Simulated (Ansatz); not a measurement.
**NbP: a short molecular-dynamics run**

A trajectory of NbP, a randomly packed cell with 4 atoms that was not relaxed first: 40 steps of 1.5 fs at constant energy, with velocities drawn for 2000 K.

All numbers below are computed with Ansatz 0.2.0 (DFT PBE, plane waves, PAW, scalar-relativistic, no spin polarisation).

## Step 1: Starting point

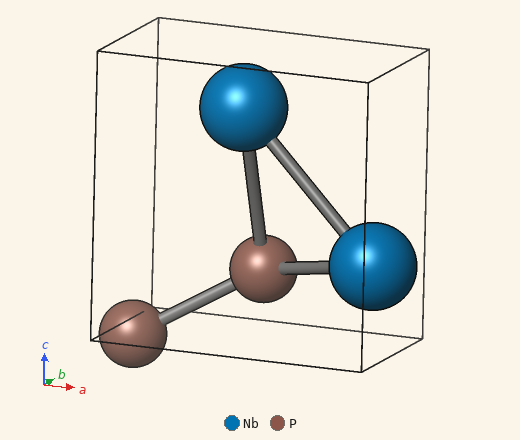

The starting structure, seen slightly off an axis (niobium blue, phosphorus brown). Each atom of the cell is drawn once.

Coordinates:

```
Nb P
1.0
     3.98430    0.17367   -0.13887
     0.13194    3.82716    0.52599
    -0.21832   -0.12279    4.18889
Nb P
2 2
Direct
  0.43289 0.38807 0.78792
  0.92918 0.35846 0.29661
  0.41991 0.83977 0.17676
  0.92550 0.92702 0.88843
```

## Step 2: Molecular dynamics

Contents of input.yaml:

```yaml
crystal:
  lattice:
    - [3.984298, 0.173668, -0.138874]
    - [0.131943, 3.827163, 0.525991]
    - [-0.218321, -0.122787, 4.188891]
  atoms:
    - { symbol: Nb, position: [0.432885, 0.388071, 0.787917] }
    - { symbol: Nb, position: [0.929178, 0.358455, 0.296609] }
    - { symbol: P, position: [0.41991, 0.839773, 0.176763] }
    - { symbol: P, position: [0.925499, 0.92702, 0.888425] }
kpoints:
  mp_grid: { grid: [4, 4, 4] }
magnetization:
  spin_polarized: false
scf:
  occupations: { method: fermi_dirac, width: 0.05 }
hamiltonian:
  pseudopotentials: { kind: paw }
  xc: pbe
basis:
  ecutwfc: 420
md:
  timestep: 1.5
  n_steps: 40
  ensemble: nve
  temperature: 2000.0
  initial_velocities: maxwell_boltzmann
  seed: 703141
```

The run is started by

```bash
> ansatz run input.yaml --threads 2 --pin off --max-ram 2560MiB --backend cpu --events-out ev --progress --plain --runs-dir out
```

Q: Predict the outcome of this session. Wanted: temperature, first and last step; temperature, second half; potential energy, second half; largest change of the total energy; mean square displacement, second half.

The runs gave:

| quantity | value |
| --- | --- |
| length | 40 steps of 1.5 fs |
| temperature, first and last step | 2000 and 3220 K |
| temperature, second half | mean 1999 K, from 1505 to 3220 K |
| potential energy, second half | +0 meV/atom from the start |
| largest change of the total energy | 0.25 meV/atom |
| mean square displacement, second half | P 0.259, Nb 0.021 Å² |

In words: The temperature starts at 2000 K and averages 1999 K in the second half, where it ranges from 1505 to 3220 K. The total energy strays from its start by at most 0.25 meV/atom, 0.1 % of the mean kinetic energy, so a step of 1.5 fs is short enough over this time. Over the second half P atoms stand 0.5 Å (root mean square) from where they began, and the farthest move is 0.6 Å. 60 fs on 4 atoms is far too short and small for converged averages.
